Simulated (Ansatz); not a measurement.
CH₉BSeSi₂: several calculations on one system

## 1. Relaxation

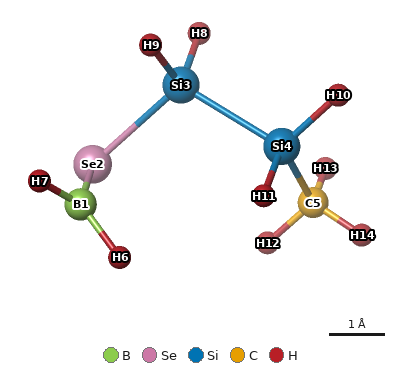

This is the input geometry for a relaxation of CH₉BSeSi₂. Style: ball-and-stick. Shown from a free direction.

The run prepares an end point of a later path (torsion) calculation, from a guessed geometry.

Theory: RKS PBE0-D4/def2-SVP (Ansatz).

Input file:
```yaml
crystal:
  periodic: [false, false, false]
  atoms:
    - { symbol: B, position_ang: [-1.1107, -0.0007, 2.4915] }
    - { symbol: Se, position_ang: [0.8116, -0.2765, 2.2595] }
    - { symbol: Si, position_ang: [0.4221, -1.4369, 0.3178] }
    - { symbol: Si, position_ang: [-0.2181, -0.0447, -1.2592] }
    - { symbol: C, position_ang: [0.9209, 1.3412, -1.4832] }
    - { symbol: H, position_ang: [-1.662, 1.0069, 1.9827] }
    - { symbol: H, position_ang: [-1.7951, -0.7374, 3.0674] }
    - { symbol: H, position_ang: [1.7602, -2.0198, -0.1206] }
    - { symbol: H, position_ang: [-0.5287, -2.4853, 0.6094] }
    - { symbol: H, position_ang: [-0.4234, -0.786, -2.5001] }
    - { symbol: H, position_ang: [-1.6099, 0.4854, -0.8349] }
    - { symbol: H, position_ang: [1.0326, 1.9082, -0.4909] }
    - { symbol: H, position_ang: [1.8599, 0.9682, -1.7732] }
    - { symbol: H, position_ang: [0.5276, 2.0482, -2.2374] }
basis:
  gaussian: { orbitals: def2-SVP }
hamiltonian:
  xc: pbe0
  dispersion: d4
relax:
  f_tol: 0.015
  max_steps: 40
```

Launched with:
```bash
ansatz run input.yaml --threads 2 --pin off --max-ram 3072MiB --backend cpu --events-out ev --progress --plain --runs-dir out
```

What does the optimiser find from here?

Answer. After 21 geometry steps the energy has fallen by 25.3 kcal/mol. Largest force component: 2.5 eV/Å at the start, 0.013 eV/Å at the end. The largest move after the best rigid fit is that of H6, 1.59 Å. Largest moves by element: H 1.59 Å, B 0.18 Å, Si 0.15 Å, Se 0.09 Å, C 0.07 Å. Near-neighbour distances that change, for instance: Si3–Si4 2.199 → 2.345 Å, Si4–C5 1.808 → 1.881 Å, Si4–H11 1.549 → 1.496 Å, B1–H6 1.256 → 1.205 Å. Bond angles that change, for instance: B1–Se2–Si3 90.3° → 98.3°, H6–B1–H7 116.9° → 122.3°, Si4–Si3–H8 106.9° → 111.7°. Groups turn about B1–Se2 by about 90°. The run took 2.3 min on 2 threads of Arm Neoverse V1 (shared host), peak memory 0.4 GiB.

History of the run:

```csv
step,"E − E(0), kcal/mol","largest force component, eV/Å"
0,0.00,2.5132
1,-9.29,0.9122
2,-9.88,0.4351
3,-10.43,0.0585
4,-10.53,0.0624
5,-10.63,0.0690
6,-11.13,0.2141
7,-12.44,0.4179
8,-14.73,0.4696
9,-17.60,0.6334
10,-19.85,0.6406
11,-21.96,0.5913
12,-23.48,0.3726
13,-24.48,0.2252
14,-25.05,0.1281
15,-25.24,0.0493
16,-25.26,0.0964
17,-25.28,0.1394
18,-25.30,0.1304
19,-25.33,0.0394
20,-25.33,0.0229
21,-25.33,0.0132
```

Final geometry:

```xyz
14

B    -1.1104    0.1613    2.5695
Se    0.7286   -0.2387    2.2562
Si    0.4698   -1.5227    0.3433
Si   -0.2886   -0.1126   -1.3702
C     0.8652    1.3657   -1.5177
H    -1.3519    0.8475    3.5300
H    -1.9773   -0.2586    1.8443
H     1.8272   -2.0760    0.0446
H    -0.4552   -2.6571    0.6425
H    -0.3534   -0.8775   -2.6565
H    -1.6754    0.3267   -1.0195
H     0.9233    1.9015   -0.5581
H     1.8810    1.0446   -1.7940
H     0.5041    2.0668   -2.2855
```

After the run, drawn alike:

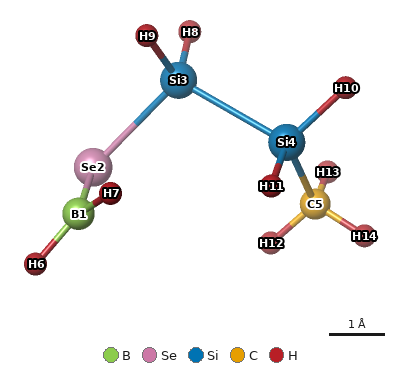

## 2. Relaxation

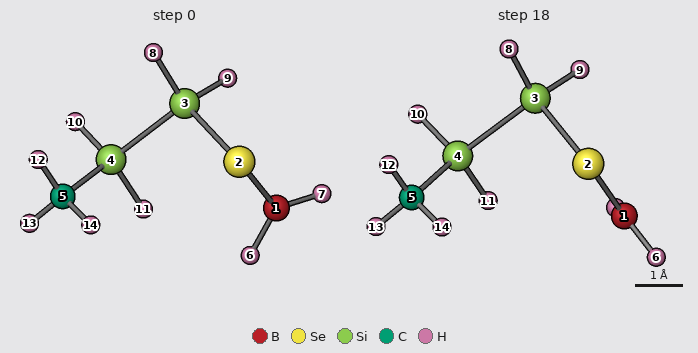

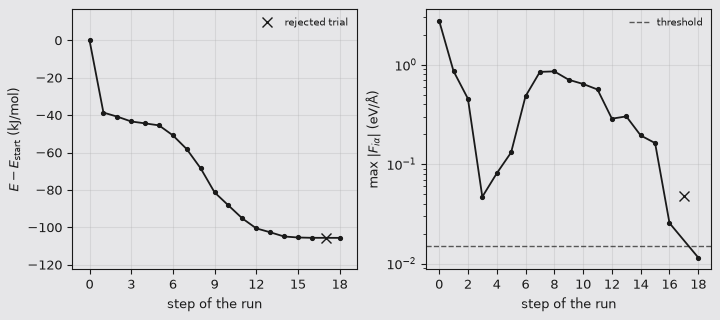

First and last geometry of a relaxation of CH$_{9}$BSeSi$_{2}$, with the history of the run. The picture is a ball-and-stick view, seen face on.

The run prepares an end point of a later path (torsion) calculation, from a guessed geometry.

These are results of RKS PBE0-D4/def2-SVP in Ansatz, not measurements. Set-up: no spin polarisation; force threshold 0.015 eV/Å; at most 40 steps.

Question: Did the run converge, and what did it change?

Answer: It converged. After 17 accepted moves (18 points after the start) the energy has fallen by 105.6 kJ/mol. Largest force component: 2.8 eV/Å at the start, 0.011 eV/Å at the end. The line search rejected the trial step at point 17 of the run. H6 moves most after the best rigid fit: 1.56 Å. By element the largest moves are H 1.56 Å, B 0.20 Å, Si 0.16 Å, Se 0.07 Å, C 0.06 Å. Some distances before and after: Si3–Si4 2.199 → 2.345 Å, Si4–C5 1.808 → 1.882 Å, Si4–H11 1.549 → 1.497 Å, B1–H6 1.256 → 1.205 Å. Among the angles between lasting bonds that change: B1–Se2–Si3 90.3° → 98.3°, H6–B1–H7 116.9° → 122.2°, Si4–Si3–H8 106.9° → 111.7°. Groups turn about B1–Se2 by about 90°. Cost: 120 s on 2 threads of Arm Neoverse V1, with other jobs on the host, peak memory 0.4 GiB.

```
step  E − E(0), kJ/mol  largest force component, eV/Å      note
   0              0.00                         2.7869          
   1            -38.62                         0.8654          
   2            -40.80                         0.4564          
   3            -43.37                         0.0469          
   4            -44.39                         0.0808          
   5            -45.46                         0.1312          
   6            -50.80                         0.4822          
   7            -58.19                         0.8493          
   8            -68.43                         0.8589          
   9            -81.29                         0.7073          
  10            -88.28                         0.6417          
  11            -95.22                         0.5646          
  12           -100.53                         0.2870          
  13           -102.61                         0.3026          
  14           -104.86                         0.1945          
  15           -105.40                         0.1630          
  16           -105.57                         0.0255          
  17           -105.47                         0.0476  rejected
  18           -105.61                         0.0115
```

## 3. Path

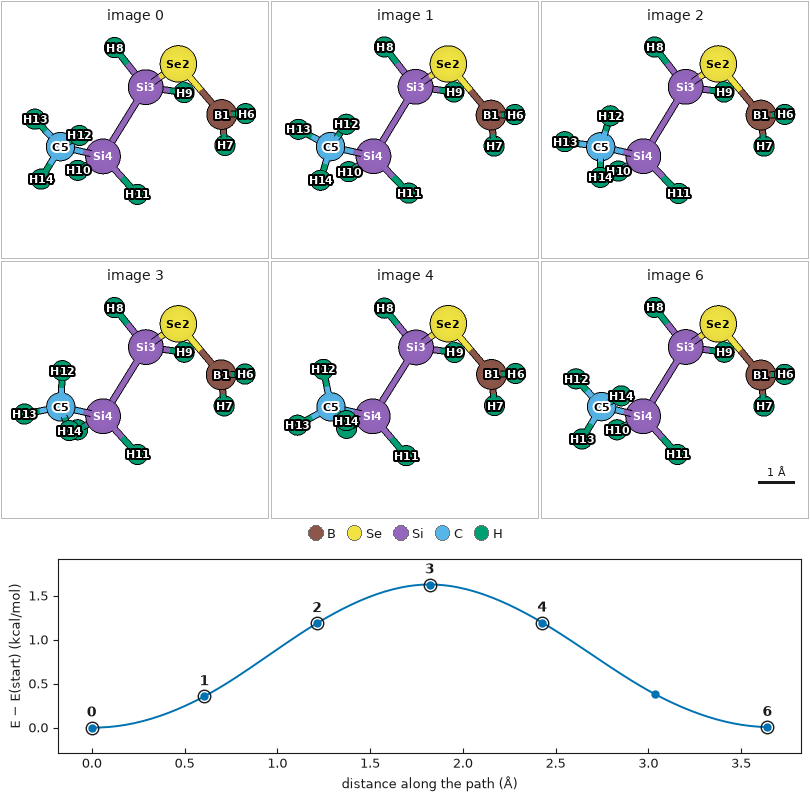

A search for the minimum-energy path of CH₉BSeSi₂ by the nudged elastic band. Images are numbered from 0 (start) to 6 (end). Style: ball-and-stick. Shown from a free direction.

Computed with RKS PBE0-D4/def2-SVP (Ansatz 0.2.0). Run with 5 movable images; climbing image; force threshold 0.03 eV/Å; iteration limit 44; starting path by image-dependent pair potential.

**What happens along the path, and what is the barrier?**

The motion is a rotation about the Si4–C5 bond by about 120°. No bond forms or breaks between the ends. The two ends have the same energy, and the highest point, image 3, lies 1.63 kcal/mol above the start. The band converged in 5 iterations, with a climbing image at the top. At the top, the vibrational analysis gives one imaginary mode (171i cm⁻¹), as a transition state must have.

Cost: 2.9 min on 2 threads of Arm Neoverse V1, on a shared host, peak memory 0.41 GiB.
